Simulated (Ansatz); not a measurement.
# AlClH4O: two geometries relaxed, part 2 of 2

Aim: relax the geometries before and after the reaction (ligand exchange), and see whether they are two minima and how far apart in energy. Meant to form: Al1–O5, H7–Cl2; to break: Al1–Cl2, H7–O5. The start is a guess near the saddle point, from which both ends are pulled out.

Ansatz 0.2.0; RKS PBE-D4/def2-SVP. Earlier steps stand in the parts before.

### 4 Pulling towards end B

Springs on the bonds that form and break draw the guess towards this end; the thresholds are loose.

Input file input.yaml:

```yaml
crystal:
  periodic: [false, false, false]
  atoms:
    - { symbol: Al, position_ang: [0.0, 0.0, 0.0] }
    - { symbol: Cl, position_ang: [0.0, 0.0, 2.58] }
    - { symbol: H, position_ang: [1.351, 0.0, -0.78] }
    - { symbol: H, position_ang: [-1.351, 0.0, -0.78] }
    - { symbol: O, position_ang: [0.0869, -1.972, 0.6559] }
    - { symbol: H, position_ang: [-0.4595, -2.5566, 0.0397] }
    - { symbol: H, position_ang: [0.0622, -1.4098, 1.8287] }
basis:
  gaussian: { orbitals: def2-SVP }
hamiltonian:
  xc: pbe
  dispersion: d4
relax:
  f_tol: 0.15
  max_steps: 25
  restrain:
    - { distance: [0, 4], at: 1.78, k: 30.0 }
    - { distance: [6, 1], at: 1.37, k: 30.0 }
    - { distance: [0, 1], at: 3.43, k: 30.0 }
    - { distance: [6, 4], at: 2.21, k: 30.0 }
output:
  orbitals: {}
```

Run with:

```bash
ansatz run input.yaml --threads 1 --pin off --max-ram 2048MiB --backend cpu --events-out ev --progress --plain --runs-dir out
```

What it wrote:

```text
Warning: RAYON_NUM_THREADS=1 ignored (pool sized by the plan → 1); use --threads N
The last accepted step is kept in <dir> (removed where the run ends without a failure and the disk answers)
Engine: ansatz 0.2.0, aarch64-unknown-linux-gnu
Functional definition: PBE
  parameter kappa = 0.804
  parameter beta = 0.06672455060314922
  exchange = pbe_x(kappa = kappa, mu = beta*pi^2/3)
  correlation = pbe_c(beta = beta)
763 factors; their error is unknown
mean field evaluation 1: about -21208.0046 eV, gradient 5.3e1 eV
mean field evaluation 2: about -21114.4562 eV, gradient 1.7e2 eV
mean field evaluation 4: about -21213.2423 eV, gradient 9.9e0 eV
mean field evaluation 8: about -21213.5067 eV, gradient 1.6e-1 eV
mean field evaluation 16: about -21213.4699 eV, gradient 6.1e-5 eV
mean field -21213.46992040 eV, -779.5806405683 hartree, gradient 6.1e-5 eV, S^2 0.000000; 0 other end points of the search recorded, 0 dependent functions left out
the calculation of the forces begins
reference -21213.46995649 eV, -779.5806418947 hartree; 21, 21 occupied and 49, 49 virtual orbitals, 763 factors
relax step   1: F+E_penalty+E_count = -21213.58159927 eV  Δ(F+E_penalty+E_count) = +0.000e0 eV  max|allowed force component| = 2.779e0 eV/Å  E_restraint = 25.37145125 eV  max|allowed force component, restraints' pulls added| = 2.791e1 eV/Å  Δτ_max = 0.0000 Å  (25 SCF iters, accepted)
  distance Al 0 - O 4 = 2.0800 Å
  distance H 6 - Cl 1 = 1.5987 Å
  distance Al 0 - Cl 1 = 2.5800 Å
  distance H 6 - O 4 = 1.3008 Å
these checks for a lower state are left out or cut short: starts, cluster_reference, orbital_swaps, neighbouring_geometries, increment
763 factors; their error is unknown
mean field -21213.27239124 eV, -779.5733815056 hartree, gradient 2.2e-5 eV, S^2 0.000000; 0 other end points of the search recorded, 0 dependent functions left out
the calculation of the forces begins
reference -21213.27242765 eV, -779.5733828437 hartree; 21, 21 occupied and 49, 49 virtual orbitals, 763 factors
relax step   2: F+E_penalty+E_count = -21213.38092723 eV  Δ(F+E_penalty+E_count) = +2.007e-1 eV  max|allowed force component| = 3.245e0 eV/Å  E_restraint = 9.58383888 eV  max|allowed force component, restraints' pulls added| = 1.814e1 eV/Å  Δτ_max = 0.1956 Å  (31 SCF iters, accepted)
  distance Al 0 - O 4 = 1.9590 Å
  distance H 6 - Cl 1 = 1.4962 Å
  distance Al 0 - Cl 1 = 2.9392 Å
  distance H 6 - O 4 = 1.6184 Å
these checks for a lower state are left out or cut short: starts, cluster_reference, orbital_swaps, neighbouring_geometries, increment
763 factors; their error is unknown
mean field evaluation 32: about -21213.4644 eV, gradient 2.3e-5 eV
mean field -21213.46439418 eV, -779.5804374835 hartree, gradient 2.3e-5 eV, S^2 0.000000; 0 other end points of the search recorded, 0 dependent functions left out
the calculation of the forces begins
reference -21213.46443147 eV, -779.5804388539 hartree; 21, 21 occupied and 49, 49 virtual orbitals, 763 factors
relax step   3: F+E_penalty+E_count = -21213.56921532 eV  Δ(F+E_penalty+E_count) = -1.883e-1 eV  max|allowed force component| = 2.833e0 eV/Å  E_restraint = 1.96191557 eV  max|allowed force component, restraints' pulls added| = 7.690e0 eV/Å  Δτ_max = 0.1948 Å  (32 SCF iters, accepted)
  distance Al 0 - O 4 = 1.8382 Å
  distance H 6 - Cl 1 = 1.3851 Å
  distance Al 0 - Cl 1 = 3.1858 Å
  distance H 6 - O 4 = 1.9501 Å
these checks for a lower state are left out or cut short: starts, cluster_reference, orbital_swaps, neighbouring_geometries, increment
763 factors; their error is unknown
mean field -21213.80942866 eV, -779.5931172667 hartree, gradient 1.3e-5 eV, S^2 0.000000; 0 other end points of the search recorded, 0 dependent functions left out
the calculation of the forces begins
reference -21213.80946667 eV, -779.5931186637 hartree; 21, 21 occupied and 49, 49 virtual orbitals, 763 factors
relax step   4: F+E_penalty+E_count = -21213.91001175 eV  Δ(F+E_penalty+E_count) = -3.408e-1 eV  max|allowed force component| = 7.566e-1 eV/Å  E_restraint = 0.04249411 eV  max|allowed force component, restraints' pulls added| = 1.340e0 eV/Å  Δτ_max = 0.1944 Å  (32 SCF iters, accepted)
  distance Al 0 - O 4 = 1.7513 Å
  distance H 6 - Cl 1 = 1.3342 Å
  distance Al 0 - Cl 1 = 3.4076 Å
  distance H 6 - O 4 = 2.1950 Å
these checks for a lower state are left out or cut short: starts, cluster_reference, orbital_swaps, neighbouring_geometries, increment
763 factors; their error is unknown
mean field -21213.87449439 eV, -779.5955083883 hartree, gradient 6.6e-6 eV, S^2 0.000000; 0 other end points of the search recorded, 0 dependent functions left out
the calculation of the forces begins
reference -21213.87453208 eV, -779.5955097735 hartree; 21, 21 occupied and 49, 49 virtual orbitals, 763 factors
relax step   5: F+E_penalty+E_count = -21213.97433698 eV  Δ(F+E_penalty+E_count) = -6.433e-2 eV  max|allowed force component| = 7.825e-1 eV/Å  E_restraint = 0.01881709 eV  max|allowed force component, restraints' pulls added| = 6.606e-1 eV/Å  Δτ_max = 0.2000 Å  (28 SCF iters, accepted)
  distance Al 0 - O 4 = 1.7580 Å
  distance H 6 - Cl 1 = 1.3486 Å
  distance Al 0 - Cl 1 = 3.4135 Å
  distance H 6 - O 4 = 2.2037 Å
these checks for a lower state are left out or cut short: starts, cluster_reference, orbital_swaps, neighbouring_geometries, increment
763 factors; their error is unknown
mean field -21213.77953842 eV, -779.5920188205 hartree, gradient 1.2e-5 eV, S^2 0.000000; 0 other end points of the search recorded, 0 dependent functions left out
the calculation of the forces begins
reference -21213.77957592 eV, -779.5920201990 hartree; 21, 21 occupied and 49, 49 virtual orbitals, 763 factors
relax step   6: F+E_penalty+E_count = -21213.88163183 eV  Δ(F+E_penalty+E_count) = +9.271e-2 eV  max|allowed force component| = 1.288e0 eV/Å  E_restraint = 0.00255049 eV  max|allowed force component, restraints' pulls added| = 1.348e0 eV/Å  Δτ_max = 0.1926 Å  (31 SCF iters, rejected (line search))
  distance Al 0 - O 4 = 1.7765 Å
  distance H 6 - Cl 1 = 1.3679 Å
  distance Al 0 - Cl 1 = 3.4260 Å
  distance H 6 - O 4 = 2.1983 Å
these checks for a lower state are left out or cut short: starts, cluster_reference, orbital_swaps, neighbouring_geometries, increment
763 factors; their error is unknown
mean field -21213.90879976 eV, -779.5967690873 hartree, gradient 1.5e-5 eV, S^2 0.000000; 0 other end points of the search recorded, 0 dependent functions left out
the calculation of the forces begins
reference -21213.90883745 eV, -779.5967704723 hartree; 21, 21 occupied and 49, 49 virtual orbitals, 763 factors
relax step   7: F+E_penalty+E_count = -21214.00911886 eV  Δ(F+E_penalty+E_count) = -3.478e-2 eV  max|allowed force component| = 7.571e-1 eV/Å  E_restraint = 0.01447569 eV  max|allowed force component, restraints' pulls added| = 3.862e-1 eV/Å  Δτ_max = 0.0951 Å  (26 SCF iters, accepted)
  distance Al 0 - O 4 = 1.7642 Å
  distance H 6 - Cl 1 = 1.3454 Å
  distance Al 0 - Cl 1 = 3.4225 Å
  distance H 6 - O 4 = 2.2028 Å
these checks for a lower state are left out or cut short: starts, cluster_reference, orbital_swaps, neighbouring_geometries, increment
763 factors; their error is unknown
mean field evaluation 64: about -21213.9224 eV, gradient 2.8e0 eV
mean field -21213.91621301 eV, -779.5970415193 hartree, gradient 1.2e-5 eV, S^2 0.000000; 0 other end points of the search recorded, 0 dependent functions left out
the calculation of the forces begins
reference -21213.91625060 eV, -779.5970429006 hartree; 21, 21 occupied and 49, 49 virtual orbitals, 763 factors
relax step   8: F+E_penalty+E_count = -21214.01668561 eV  Δ(F+E_penalty+E_count) = -7.567e-3 eV  max|allowed force component| = 6.999e-1 eV/Å  E_restraint = 0.01577199 eV  max|allowed force component, restraints' pulls added| = 5.422e-2 eV/Å  Δτ_max = 0.0789 Å  (26 SCF iters, accepted)
  distance Al 0 - O 4 = 1.7659 Å
  distance H 6 - Cl 1 = 1.3422 Å
  distance Al 0 - Cl 1 = 3.4245 Å
  distance H 6 - O 4 = 2.2028 Å
763 factors; their error is unknown
mean field -21213.91621301 eV, -779.5970415193 hartree, gradient 1.1e-5 eV, S^2 0.000000; 1 other end points of the search recorded, 0 dependent functions left out
the calculation of the forces begins
reference -21213.91625060 eV, -779.5970429006 hartree; 21, 21 occupied and 49, 49 virtual orbitals, 763 factors
Total energy: -21214.01672319 eV, -779.6007352003 hartree
Atom 0 at     0.024042    -0.411055    -0.477621 Å, force    -0.009972    -0.362381     0.298504 eV/Å
Atom 1 at    -0.022967    -0.099029     2.932285 Å, force     0.139025    -0.699857    -0.574859 eV/Å
Atom 2 at     1.424348     0.311075    -0.667145 Å, force     0.007287     0.003256     0.004350 eV/Å
Atom 3 at    -1.408081     0.117474    -0.949988 Å, force     0.020530    -0.001035     0.006908 eV/Å
Atom 4 at     0.135760    -2.036568     0.203369 Å, force     0.033102     0.510511     0.081591 eV/Å
Atom 5 at    -0.664799    -2.584787     0.249149 Å, force    -0.054223    -0.048603    -0.012012 eV/Å
Atom 6 at     0.201298    -1.235510     2.254252 Å, force    -0.135750     0.598108     0.195517 eV/Å
Dipole moment:    -0.223983    -0.261890    -0.140457 e Å
```

Run time: 15 s. Hardware: 1 thread of Arm Neoverse V2, shared host; peak memory 0.13 GiB.

The steps of the relaxation:

```
step  energy from step 1 (eV)  largest force component (eV/Å)
   1                   0.0000                          2.7786
   2                   0.2007                          3.2454
   3                   0.0124                          2.8327
   4                  -0.3284                          0.7566
   5                  -0.3927                          0.7825
  6x                  -0.3000                          1.2881
   7                  -0.4275                          0.7571
   8                  -0.4351                          0.6999
```

Step 1 is the start. 1 step was tried and not accepted (marked x). Energies and forces in the table leave out the springs, which the log lists apart; the run stops on the force with the springs' pull added.

After: Bond lengths: Al1–H3 1.587 Å, Al1–H4 1.598 Å, Al1–O5 1.766 Å, O5–H6 0.971 Å, Cl2–H7 1.342 Å. Angles: H3–Al1–H4 127.2°, H3–Al1–O5 114.1°, H4–Al1–O5 118.4°, Al1–O5–H6 119.0°.

Pairs that crossed the distance rule for bonds on the way: came closer Cl2–H7; moved apart Al1–Cl2.

### 5 End point B

It starts where the restrained run ended.

Input file input.yaml:

```yaml
crystal:
  periodic: [false, false, false]
  atoms:
    - { symbol: Al, position_ang: [0.024042, -0.411055, -0.477621] }
    - { symbol: Cl, position_ang: [-0.022967, -0.099029, 2.932285] }
    - { symbol: H, position_ang: [1.424348, 0.311075, -0.667145] }
    - { symbol: H, position_ang: [-1.408081, 0.117474, -0.949988] }
    - { symbol: O, position_ang: [0.13576, -2.036568, 0.203369] }
    - { symbol: H, position_ang: [-0.664799, -2.584787, 0.249149] }
    - { symbol: H, position_ang: [0.201298, -1.23551, 2.254252] }
basis:
  gaussian: { orbitals: def2-SVP }
hamiltonian:
  xc: pbe
  dispersion: d4
relax:
  f_tol: 0.03
  max_steps: 50
```

Run with:

```bash
ansatz run input.yaml --threads 1 --pin off --max-ram 2048MiB --backend cpu --events-out ev --progress --plain --runs-dir out
```

What it wrote, cut to the lines that bear on the results:

```text
Warning: RAYON_NUM_THREADS=1 ignored (pool sized by the plan → 1); use --threads N
[...]
Functional definition: PBE
[...]
763 factors; their error is unknown
[...]
mean field -21213.91621903 eV, -779.5970417404 hartree, gradient 4.5e-5 eV, S^2 0.000000; 0 other end points of the search recorded, 0 dependent functions left out
[...]
reference -21213.91625666 eV, -779.5970431232 hartree; 21, 21 occupied and 49, 49 virtual orbitals, 763 factors
relax step   1: F+E_penalty+E_count = -21214.01669162 eV  Δ(F+E_penalty+E_count) = +0.000e0 eV  max|allowed force component| = 6.998e-1 eV/Å  Δτ_max = 0.0000 Å  (23 SCF iters, accepted)
[...]
relax step   4: F+E_penalty+E_count = -21214.27736567 eV  Δ(F+E_penalty+E_count) = -7.936e-2 eV  max|allowed force component| = 9.815e-1 eV/Å  Δτ_max = 0.1950 Å  (27 SCF iters, accepted)
[...]
mean field -21215.07194254 eV, -779.6395137962 hartree, gradient 1.5e-5 eV, S^2 0.000000; 1 other end points of the search recorded, 0 dependent functions left out
[...]
reference -21215.07197827 eV, -779.6395151093 hartree; 21, 21 occupied and 49, 49 virtual orbitals, 763 factors
Total energy: -21215.18495267 eV, -779.6436668419 hartree
Atom 0 at     0.059609    -0.056540     0.113687 Å, force     0.001977    -0.006778     0.011218 eV/Å
Atom 1 at    -0.037945     0.374939     2.257189 Å, force     0.002295     0.004296    -0.005499 eV/Å
Atom 2 at     1.452567     0.273781    -0.584094 Å, force    -0.000633     0.012577     0.000890 eV/Å
Atom 3 at    -1.351583    -0.007014    -0.643125 Å, force     0.000559     0.001652    -0.006369 eV/Å
Atom 4 at     0.139937    -2.033786     0.565623 Å, force    -0.007458    -0.019121     0.002428 eV/Å
Atom 5 at    -0.652944    -2.534113     0.284931 Å, force    -0.003309     0.002870     0.000638 eV/Å
Atom 6 at     0.079959    -1.955667     1.550090 Å, force     0.006569     0.004504    -0.003306 eV/Å
Dipole moment:    -0.226402    -0.824390    -0.028238 e Å
```

Wall time 25 s (1 thread of Arm Neoverse V2, shared host); peak memory 0.13 GiB.

Step by step:

```
step  energy from step 1 (eV)  largest force component (eV/Å)
   1                   0.0000                          0.6998
   2                  -0.1105                          0.3046
   3                  -0.1813                          0.8663
   4                  -0.2607                          0.9815
   5                  -0.3259                          1.0442
   6                  -0.4725                          1.2612
   7                  -0.7112                          2.2659
   8                  -1.0168                          1.1378
   9                  -1.0444                          1.7353
  10                  -1.1377                          0.9109
  11                  -1.1545                          0.2830
  12                  -1.1646                          0.0779
  13                  -1.1666                          0.0515
  14                  -1.1682                          0.0191
```

Step 1 is the start.

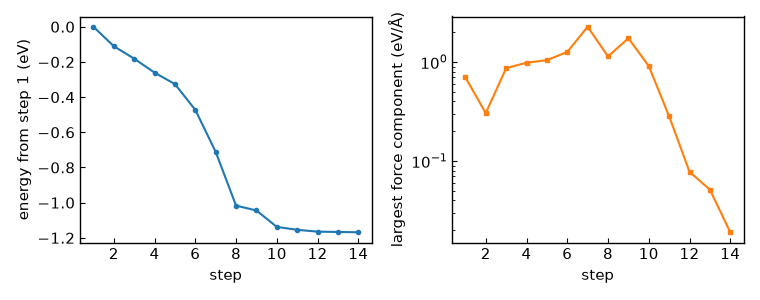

How energy and force went from step to step.

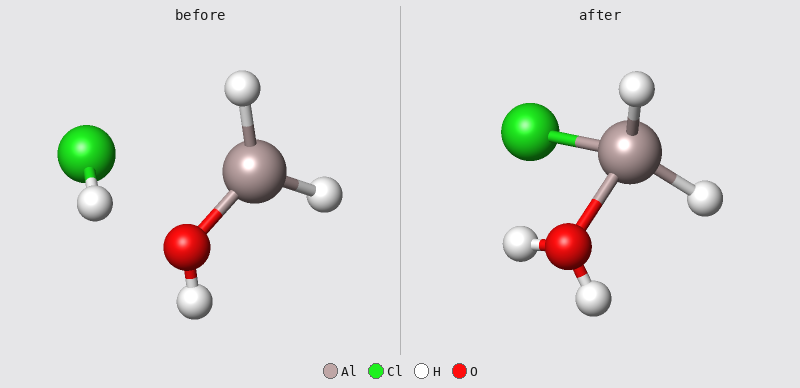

Before and after, at one scale.

After: Bond lengths: Al1–Cl2 2.189 Å, Al1–H3 1.593 Å, Al1–H4 1.602 Å, Al1–O5 2.030 Å, O5–H6 0.979 Å, O5–H7 0.989 Å. Angles: Cl2–Al1–H3 115.3°, Cl2–Al1–H4 114.7°, Cl2–Al1–O5 88.6°, H3–Al1–H4 123.9°, H3–Al1–O5 105.4°, H4–Al1–O5 99.8°, Al1–O5–H6 113.7°, Al1–O5–H7 98.2°, H6–O5–H7 106.1°.

Pairs that crossed the distance rule for bonds on the way: came closer Al1–Cl2, O5–H7; moved apart Cl2–H7.

### 6 What came out

This closing draws on all 2 parts.

| quantity | value |
| --- | --- |
| end A | 7 moves, 0.679 eV lower |
| end B | 13 moves, 1.168 eV lower |
| largest difference between the ends | 0.01 Å |
| end B relative to end A | +0.000 eV |

In words: Both starts fell into the same minimum (no atom differs by more than 0.01 Å), so from this start no second minimum was found and no band was run; another arrangement could still be one.
